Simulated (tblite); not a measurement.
**Run report: C5H6O2, molecular dynamics (part 1 of 2)**

System: C5H6O2 (2-pentynoic acid).
Method: GFN2-xTB Langevin dynamics, gas phase (tblite 0.8.0).

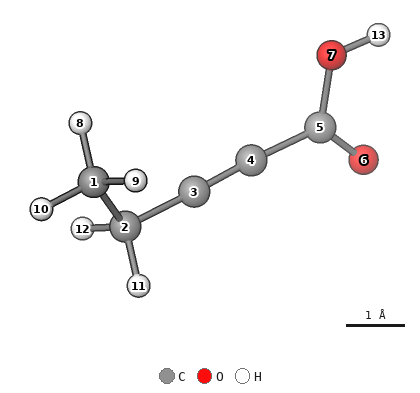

**Figure 1.** The structure as given in the input (ball-and-stick view, seen at a tilt; atoms are numbered from 1 in the order of the input). Bond lengths as drawn: C–C 1.20 to 1.53 Å, C–H 1.09 Å, C–O 1.20 to 1.34 Å and H–O 0.97 Å.

The input
```
{"job": {"dt": 1.5, "steps": 8000, "equilibration": 400, "friction": 0.005, "h_mass": 4.0, "temperature": 300, "xc": "GFN2-xTB", "basis": "xTB", "kind": "md"}, "charge": 0, "multiplicity": 1}
C     -2.250272    -0.161511     0.028199
C     -1.104591    -1.172653     0.089343
C      0.176227    -0.519393     0.211518
C      1.223912     0.065353     0.307166
C      2.512606     0.680764     0.438779
O      3.518344     0.106608     0.767594
O      2.474481     1.991289     0.149123
H     -2.122823     0.506657    -0.819926
H     -2.277291     0.436874     0.935562
H     -3.199738    -0.681163    -0.075717
H     -1.236317    -1.842467     0.943992
H     -1.092217    -1.782213    -0.819048
H      3.360126     2.373802     0.247773
```

The first line tells a small driver script what to run in tblite; the rest is the geometry in Å.

Launch command:
```bash
OMP_NUM_THREADS=1 python <driver script> task.json out
```

Log
```
t/fs     T/K   E - E0/eV
     0.0    378.5     0.0000
   525.0    267.0     0.3633
  1050.0    344.9     0.3529
  1575.0    292.8     0.2784
  2100.0    180.8     0.3209
  2625.0    212.0     0.4338
  3150.0    371.6     0.5339
  3675.0    297.7     0.5419
  4200.0    239.4     0.4800
  4725.0    258.6     0.3814
  5250.0    253.0     0.4437
  5775.0    379.3     0.3373
  6300.0    366.9     0.4021
  6825.0    271.3     0.5087
  7350.0    259.6     0.4487
  7875.0    305.0     0.4836
  8400.0    305.8     0.3761
  8925.0    243.5     0.4810
  9450.0    311.5     0.5826
  9975.0    270.6     0.5108
 10500.0    288.6     0.4566
 11025.0    253.4     0.2861
 11550.0    321.5     0.5090
 12075.0    263.9     0.3371
 12600.0    263.4     0.3704
```

Trajectory as extended XYZ (Å, eV, eV/Å), 25 frames, from step=0 to step=8400
```
13
Properties=species:S:1:pos:R:3:forces:R:3 step=0 time_fs=0.0 energy=-594.26483 temperature=378.5
C    -2.2503   -0.1615    0.0282    0.0030  -0.0020   0.0000
C    -1.1046   -1.1727    0.0893    0.0010  -0.0010   0.0000
C     0.1762   -0.5194    0.2115   -0.0030  -0.0020   0.0010
C     1.2239    0.0654    0.3072    0.0010  -0.0020  -0.0010
C     2.5126    0.6808    0.4388   -0.0020  -0.0010   0.0000
O     3.5183    0.1066    0.7676    0.0020  -0.0010  -0.0010
O     2.4745    1.9913    0.1491   -0.0030   0.0000   0.0010
H    -2.1228    0.5067   -0.8199    0.0010   0.0010  -0.0020
H    -2.2773    0.4369    0.9356    0.0010   0.0020   0.0000
H    -3.1997   -0.6812   -0.0757   -0.0010   0.0000   0.0010
H    -1.2363   -1.8425    0.9440   -0.0010   0.0010  -0.0010
H    -1.0922   -1.7822   -0.8190    0.0000   0.0000   0.0010
H     3.3601    2.3738    0.2478    0.0000   0.0030   0.0000
13
Properties=species:S:1:pos:R:3:forces:R:3 step=350 time_fs=525.0 energy=-593.90149 temperature=267.0
C    -2.7171   -0.3623   -0.4881   -0.1050  -0.3870   1.2980
C    -1.5757   -1.2358   -1.0253    0.3270  -0.7330   2.2400
C    -0.2572   -0.7266   -0.6635    0.4160   0.3500  -0.5570
C     0.8482   -0.2423   -0.5552    0.7580  -0.0490  -0.0880
C     2.2441    0.2288   -0.6768    0.8390  -1.1040  -0.7710
O     3.2576   -0.4638   -0.7565   -1.9770   0.7880   0.5210
O     2.2901    1.5410   -0.9350   -0.5150   0.2640   0.2320
H    -2.6138    0.6864   -0.7393    0.2580   0.0460  -0.2300
H    -2.6897   -0.4070    0.6512   -0.4450  -0.0710  -1.4340
H    -3.6750   -0.7068   -0.9195    0.4540   0.0600   0.6020
H    -1.6242   -2.2991   -0.6035   -0.1940   1.2100  -0.4400
H    -1.6606   -1.2966   -2.0691    0.1330  -0.0840  -1.4880
H     3.1761    1.8639   -1.1628    0.0500  -0.2900   0.1150
13
Properties=species:S:1:pos:R:3:forces:R:3 step=700 time_fs=1050.0 energy=-593.91193 temperature=344.9
C    -2.3604   -0.4207   -0.5386    0.2390   0.5490  -0.4700
C    -1.4756   -1.4365    0.2432    1.5350   0.2740  -2.0310
C    -0.0154   -1.3704   -0.0830   -1.2680   0.2890  -0.1650
C     1.1504   -1.2438   -0.3619   -0.6240  -0.2100   0.0870
C     2.5436   -1.1591   -0.6215    1.1940   0.3070  -0.2330
O     3.2806   -2.0209   -1.0358   -0.4840  -0.0400   0.1760
O     3.0111    0.0817   -0.3446    0.2570   0.0210   0.2410
H    -2.3713   -0.5474   -1.6719   -0.0370  -0.3100   1.5590
H    -1.8980    0.6072   -0.4003   -0.8340  -1.1030   0.1050
H    -3.4201   -0.4696   -0.1293    1.4230   0.2030  -0.6120
H    -1.4991   -1.1851    1.2582   -0.3640   0.2880   1.6370
H    -1.7392   -2.4771    0.0998   -0.4480  -0.1280  -0.1210
H     3.9924    0.1184   -0.3915   -0.5890  -0.1390  -0.1720
13
Properties=species:S:1:pos:R:3:forces:R:3 step=1050 time_fs=1575.0 energy=-593.98648 temperature=292.8
C    -2.4870   -1.2995   -1.0725   -0.1700   1.0480  -0.7500
C    -1.5620   -1.8093    0.0220   -0.1700  -0.4860  -0.1250
C    -0.1759   -1.9278   -0.3944    0.2900  -0.5790   0.1600
C     0.9930   -2.1582   -0.6143    0.0430   0.5080  -0.2200
C     2.3385   -2.3230   -1.1251    0.9510  -0.3190  -0.4140
O     2.6756   -3.2707   -1.8156   -0.3250   1.1770   0.7930
O     3.2216   -1.3144   -0.7753   -1.7020  -0.6960   0.0440
H    -2.4484   -1.9468   -1.9917   -0.4640   0.5130   1.1170
H    -2.1265   -0.2915   -1.3937   -0.3180  -0.6530   0.1200
H    -3.5066   -1.1363   -0.6165    0.9510  -0.5260  -0.8960
H    -1.6094   -1.1078    0.8417    0.0650   0.2140   0.4390
H    -1.9931   -2.7706    0.3611    0.6060   0.1550  -0.0290
H     4.0809   -1.4006   -1.1895    0.2420  -0.3560  -0.2380
13
Properties=species:S:1:pos:R:3:forces:R:3 step=1400 time_fs=2100.0 energy=-593.94394 temperature=180.8
C    -2.4098   -1.7163   -0.3973   -0.6270   0.4390  -1.8410
C    -1.2024   -1.7023    0.5465   -1.1060   0.2380   0.2450
C    -0.0118   -2.1385   -0.1065   -0.2490  -0.0140  -0.0590
C     0.8920   -2.4426   -0.8367    0.0340  -0.2930   0.5080
C     2.1256   -2.8834   -1.3905   -0.0670   1.8060  -0.6410
O     2.4224   -4.0012   -1.6637    0.6140  -0.5160  -0.0970
O     2.8622   -1.7450   -1.6654   -1.0770  -0.9200   0.6230
H    -2.7969   -2.7308   -0.5336    0.3300   0.0460  -0.0410
H    -2.1379   -1.3308   -1.4669   -0.4160  -0.4990   1.9610
H    -3.2950   -1.1420   -0.0292    1.0140  -0.1390  -0.1360
H    -1.0722   -0.7069    0.9508    0.2300   0.4790  -0.0620
H    -1.4646   -2.3198    1.4054    0.2430  -0.3400   0.0560
H     3.6815   -1.9719   -2.0736    1.0750  -0.2870  -0.5150
13
Properties=species:S:1:pos:R:3:forces:R:3 step=1750 time_fs=2625.0 energy=-593.83107 temperature=212.0
C    -1.6782   -2.4053    1.7915   -0.0010  -0.8950   0.0700
C    -0.4634   -1.6022    2.3048   -0.8190  -0.9210  -0.5870
C     0.5949   -2.2383    1.5677    0.1550   0.9610   0.4860
C     1.4034   -2.7300    0.8331    0.6790  -0.4330  -0.1340
C     2.3938   -3.4845    0.1252   -1.4660   1.2320  -1.5030
O     2.9753   -4.4452    0.4966    0.9320  -1.1450   1.0140
O     2.5165   -3.0619   -1.1723    0.7850  -0.3770   0.7960
H    -1.4857   -3.5202    1.8910    0.0760   1.2660  -0.4700
H    -1.8174   -2.1129    0.7524   -0.5290  -0.3890   0.1510
H    -2.5425   -2.2713    2.4320   -0.2790   0.5220  -0.2830
H    -0.5675   -0.5200    2.1579    0.1540  -0.3890  -0.0760
H    -0.4552   -1.8730    3.3332    0.7130   0.2350   1.0660
H     3.2764   -3.6059   -1.4670   -0.4000   0.3330  -0.5310
13
Properties=species:S:1:pos:R:3:forces:R:3 step=2100 time_fs=3150.0 energy=-593.73097 temperature=371.6
C    -0.7540   -1.4544    2.5446   -3.0430  -1.2920   0.1660
C     0.6484   -1.1878    2.1752    2.4660   0.6530   0.6160
C     1.2190   -2.1943    1.2752   -0.3870  -0.7030  -0.0780
C     1.4475   -3.0921    0.4865    0.2840   0.3900   0.9450
C     1.8339   -4.3550   -0.1403    0.1770   0.3020   1.6500
O     2.3909   -5.2424    0.4780   -0.5050   0.6690  -0.9560
O     1.3909   -4.3696   -1.3721   -0.1660  -2.4920  -1.7640
H    -0.9926   -2.3498    3.2199    0.9570   0.9880  -0.8880
H    -1.3344   -1.6801    1.5950    0.3980   0.4770   1.0580
H    -1.2284   -0.6041    3.0811    0.4020  -0.3460  -0.5810
H     0.7274   -0.2068    1.6549   -0.0910  -0.4110   0.2750
H     1.2846   -1.0915    3.1401   -0.6300  -0.2870  -1.4350
H     1.4359   -5.3172   -1.8115    0.1380   2.0520   0.9930
13
Properties=species:S:1:pos:R:3:forces:R:3 step=2450 time_fs=3675.0 energy=-593.72293 temperature=297.7
C     0.2116    0.7934    0.5838    0.5940   0.5110   0.5200
C     1.3059   -0.1030    1.3332   -1.2210   1.6710  -1.3810
C     1.0210   -1.3616    0.7003    1.3030   1.4040   1.3260
C     0.7098   -2.3275    0.0894   -0.5670  -2.7100  -2.4510
C     0.3848   -3.4881   -0.7509   -0.8990  -2.7450   2.3080
O     0.3886   -4.6663   -0.2927    0.3880   3.3920  -1.3500
O    -0.1505   -3.2427   -1.9568    0.8140   1.1110   0.8470
H    -0.7864    0.4088    0.7786    0.0790  -0.1440  -0.1090
H     0.4042    0.7885   -0.5116   -0.1300   0.0440   0.8880
H     0.2118    1.8387    0.9670    0.2440  -0.6530  -0.3440
H     2.2794    0.3751    1.0724   -0.4670  -0.8690   0.2780
H     1.1267   -0.0766    2.4066    0.1110  -0.1900  -0.0840
H    -0.4219   -4.0727   -2.3268   -0.2490  -0.8220  -0.4490
13
Properties=species:S:1:pos:R:3:forces:R:3 step=2800 time_fs=4200.0 energy=-593.78487 temperature=239.4
C     2.1982    0.9704   -0.0416    1.4670  -0.6240  -2.0330
C     2.3960   -0.3958    0.6672   -1.1070   1.4290   0.8790
C     1.6493   -1.4058    0.0446   -0.2330  -0.4220  -0.5400
C     1.1500   -2.3109   -0.5469   -1.1040  -1.6630  -0.9820
C     0.6442   -3.4819   -1.2563   -0.0870   0.8690   0.2610
O     1.3677   -4.3488   -1.6427    0.2840  -0.6880  -0.2700
O    -0.6780   -3.4361   -1.4466   -0.3280   0.6980   0.3630
H     1.7065    0.7932   -1.0380    0.1250   0.0910   0.9660
H     3.2099    1.4042   -0.3827   -1.4650  -0.3400   1.0950
H     1.5846    1.6321    0.5270    0.0500   0.4740   0.2530
H     3.3822   -0.7584    0.6672    1.5500   0.0070   0.1130
H     2.0019   -0.4036    1.6976    0.3920   0.5120  -0.0170
H    -1.1047   -4.1423   -1.9460    0.4550  -0.3450  -0.0880
13
Properties=species:S:1:pos:R:3:forces:R:3 step=3150 time_fs=4725.0 energy=-593.88341 temperature=258.6
C     2.6246    0.4890    0.3095   -0.0400   1.0860   0.4480
C     3.0405   -0.9306    0.5226   -1.1100  -1.4540  -0.7730
C     2.2018   -1.8919   -0.2359    1.8050   1.5320   1.3590
C     1.6246   -2.6825   -0.9109   -0.8090  -2.1560  -1.4150
C     0.9551   -3.7724   -1.6503   -0.1180  -0.6330   1.7470
O     0.9848   -4.9561   -1.3294    0.1180   1.9750  -0.7580
O     0.1671   -3.2387   -2.5774    0.1300   0.4270  -0.0850
H     2.9714    0.8396   -0.6439    0.1890   0.1050  -0.5790
H     3.2027    1.0294    1.0700   -0.6470   0.4470  -0.1280
H     1.5474    0.7131    0.3184    0.4550  -0.3040   0.5250
H     4.0588   -0.9933    0.1932    0.6450  -0.4040  -0.5080
H     3.0834   -1.2301    1.5602   -0.4840  -0.0440   0.4350
H    -0.4898   -3.8395   -2.9282   -0.1340  -0.5780  -0.2670
13
Properties=species:S:1:pos:R:3:forces:R:3 step=3500 time_fs=5250.0 energy=-593.82110 temperature=253.0
C     2.9013   -0.0107   -0.1522    1.5120   1.9030   0.6280
C     3.5013   -1.3806    0.2767   -0.7020  -0.2100  -0.4170
C     2.8525   -2.4251   -0.5296   -0.0160   0.0850   0.1410
C     2.2489   -3.2353   -1.2010    0.7790   1.7930   1.1790
C     1.6337   -4.0815   -2.1215   -0.1020  -2.7820  -0.8000
O     1.6865   -5.3057   -2.0653   -0.0320   1.0070   0.1050
O     1.0572   -3.4798   -3.1614   -0.0730   0.1660  -0.8860
H     2.8660    0.1263   -1.2312    0.1160  -0.2940   0.0340
H     3.5289    0.8861    0.2475   -0.5030  -1.6050  -0.5860
H     1.9165    0.2703    0.2324    0.0420  -0.9450   0.0460
H     4.6035   -1.5213    0.2486   -0.5590   0.5660  -0.6130
H     3.2814   -1.5434    1.3240   -0.3820  -0.1260   0.3670
H     0.8997   -4.1307   -3.8924   -0.0800   0.4410   0.8020
13
Properties=species:S:1:pos:R:3:forces:R:3 step=3850 time_fs=5775.0 energy=-593.92758 temperature=379.3
C     4.7866   -0.4920    0.1108    0.9430  -1.9400  -0.6600
C     3.4693   -0.9432    0.6508   -2.4170   0.5940  -0.1630
C     2.7474   -1.9757   -0.1225    1.6190   2.2150   1.3740
C     2.4010   -2.7760   -0.9273   -1.0710  -2.3200  -2.0040
C     1.8367   -3.7752   -1.8606    0.5270   1.0680   0.3300
O     0.7395   -4.2587   -1.7801    0.2810  -0.0300   0.0060
O     2.6917   -4.0009   -2.8887   -0.9550  -0.4100   0.0630
H     5.4505   -1.3805    0.0510   -0.0940   0.4760  -0.1450
H     5.1925    0.1395    0.8665    0.4760   0.8920  -0.0790
H     4.6907   -0.0933   -0.9042    0.1530   0.2520   0.5350
H     3.5391   -1.3047    1.6767    0.0630   0.0650   0.0580
H     2.8678    0.0235    0.6410   -0.0210  -1.2210   0.2610
H     2.2229   -4.5854   -3.5338    0.4940   0.3590   0.4240
13
Properties=species:S:1:pos:R:3:forces:R:3 step=4200 time_fs=6300.0 energy=-593.86269 temperature=366.9
C     4.0285    0.2233    0.7091   -0.2820   0.1200   0.1990
C     2.5225   -0.0184    0.4690    0.8350  -1.9460  -0.5130
C     2.3430   -1.2904   -0.3003    0.0310   1.1570   0.9530
C     2.1888   -2.3232   -0.9039    0.3690   2.5050   2.1080
C     2.0376   -3.4386   -1.6803    0.6160  -0.3460  -1.4530
O     1.8230   -4.5525   -1.3267   -0.5100  -1.2290   0.1380
O     2.2560   -3.0687   -2.9694   -0.8420  -0.8770  -0.2330
H     4.5632   -0.7235    0.8117   -0.0780   0.2940   0.1590
H     4.2014    0.8807    1.5714   -0.1720  -0.4670  -0.0520
H     4.4090    0.7644   -0.1299    0.4830   0.0940  -0.6490
H     2.0375   -0.0810    1.4308   -0.4400  -0.1400   0.1110
H     2.1208    0.7485   -0.1500   -0.4530   0.7470  -0.2230
H     1.8669   -3.8049   -3.4698    0.4410   0.0880  -0.5450
```
